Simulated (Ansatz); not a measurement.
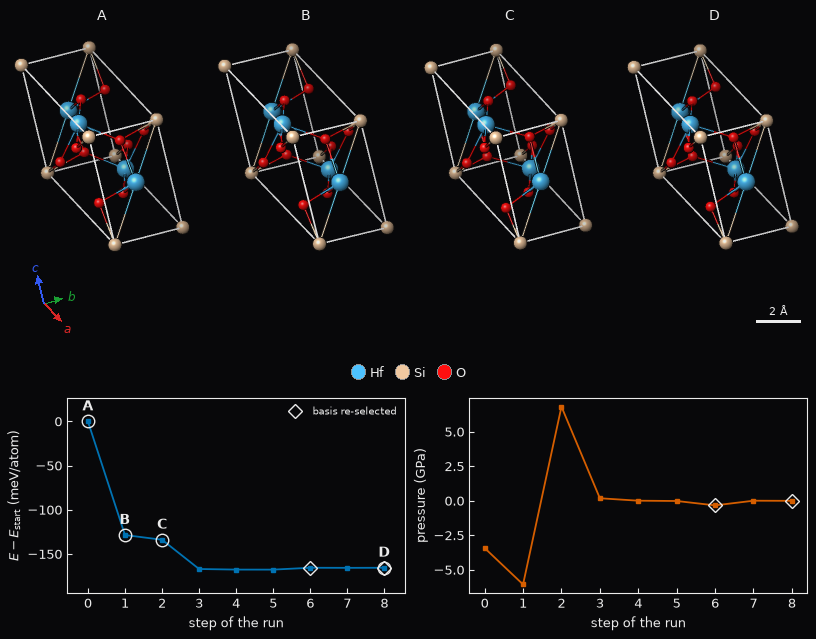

Frames of a relaxation of crystalline Hf₃SiO₈ (a generated structure, set up in Immm) (coarse preliminary run), marked on the history of the run. Style: ball-and-stick. Shown: the cell of the calculation, from a free direction.

All numbers below come from Ansatz, DFT PBE, scalar-relativistic, plane waves, PAW.

Input file:
```yaml
crystal:
  lattice:
    - [-3.19153003, 3.38893739, 3.38893739]
    - [3.19153003, -3.38893739, 3.38893739]
    - [3.19153003, 3.38893739, -3.38893739]
  atoms:
    - { symbol: Hf, position: [0.0, 0.5, 0.5] }
    - { symbol: Hf, position: [0.5, 0.25, 0.75] }
    - { symbol: Hf, position: [0.5, 0.75, 0.25] }
    - { symbol: Si, position: [0.0, 0.0, 0.0] }
    - { symbol: O, position: [0.19495512, 0.94495512, 0.75] }
    - { symbol: O, position: [0.19495512, 0.44495512, 0.25] }
    - { symbol: O, position: [0.69495512, 0.0, 0.69495512] }
    - { symbol: O, position: [0.69495512, 0.5, 0.19495512] }
    - { symbol: O, position: [0.30504488, 0.0, 0.30504488] }
    - { symbol: O, position: [0.30504488, 0.5, 0.80504488] }
    - { symbol: O, position: [0.80504488, 0.55504488, 0.75] }
    - { symbol: O, position: [0.80504488, 0.05504488, 0.25] }
basis:
  ecutwfc: 420
kpoints:
  mp_grid: { grid: [4, 4, 4] }
hamiltonian:
  xc: pbe
scf:
  occupations: { method: gaussian, width: 0.1 }
  lower_state_search: "off"
output:
  forces: true
  stress: true
  eigenvalues: true
relax:
  adjacent_minimum: "off"
  f_tol: 0.04
  max_steps: 70
  cell: { stress_tol: 0.4 }
```

Run as
```bash
ansatz run input.yaml --threads 1 --pin off --max-ram 2560MiB --backend cpu --events-out ev --progress --plain --runs-dir out
```

Q: What happens along the run?

A: After 6 accepted moves (8 points after the start) the energy has fallen by 166 meV per atom. Largest force component: 3 eV/Å at the start, 0.0038 eV/Å at the end. Pressure: −3.42 GPa at the start and 0.00 GPa at the end. At 2 points the geometry stayed and the basis and grid were re-selected for the new cell (energy shift of 2.1 meV per atom at most each time). The largest moves relative to the cell, 0.22 Å, are those of O5, O6, O11 and O12. O5 goes along [−1 2 3]. Hf and Si stay in place. The drawn cell changes as follows: a = b = c 5.758 → 5.660 Å (−1.7 %), α 112.7° → 113.2°, β 107.9° → 107.2°, γ 107.9° → 108.2°; the volume changes by −5.1 %. Near-neighbour distances that change, for instance: Si4–O11 2.072 → 1.817 Å, Si4–O7 2.068 → 1.951 Å, Hf2–Hf3 3.192 → 3.111 Å, Hf1–Si4 3.192 → 3.118 Å. Among the angles between lasting bonds that change: Hf1–O12–Hf3 129.6° → 118.9°, Hf3–O12–Si4 129.6° → 137.6°, Hf2–O7–Hf3 100.7° → 95.9°. The space group stays Immm (No. 71). The run took 60 s on 1 thread of Intel(R) Xeon(R) 6975P-C (Granite Rapids) (shared host), peak memory 0.55 GiB. From step 0 to 1: O atoms move most (0.12 Å), volume −1.5 %, energy −128 meV per atom. From step 1 to 2: O atoms move most (0.16 Å), volume −6.5 %, energy −5.3 meV per atom. From step 2 to 8: O atoms move most (0.06 Å), volume +3.0 %, energy −31.7 meV per atom.

| step | E − E(0), meV/atom | largest force component, eV/Å | pressure, GPa | volume, Å³/atom | note |
| --- | --- | --- | --- | --- | --- |
| 0 | 0.00 | 2.9939 | -3.42 | 12.218 |  |
| 1 | -128.47 | 1.1668 | -6.05 | 12.034 |  |
| 2 | -133.82 | 1.7297 | 6.82 | 11.254 |  |
| 3 | -166.90 | 0.1600 | 0.19 | 11.587 |  |
| 4 | -167.57 | 0.1116 | 0.01 | 11.611 |  |
| 5 | -167.61 | 0.0075 | -0.01 | 11.613 |  |
| 6 | -165.50 | 0.0075 | -0.33 | 11.613 | same geometry, new basis |
| 7 | -165.60 | 0.0038 | 0.01 | 11.595 |  |
| 8 | -165.51 | 0.0038 | 0.00 | 11.595 | same geometry, new basis |
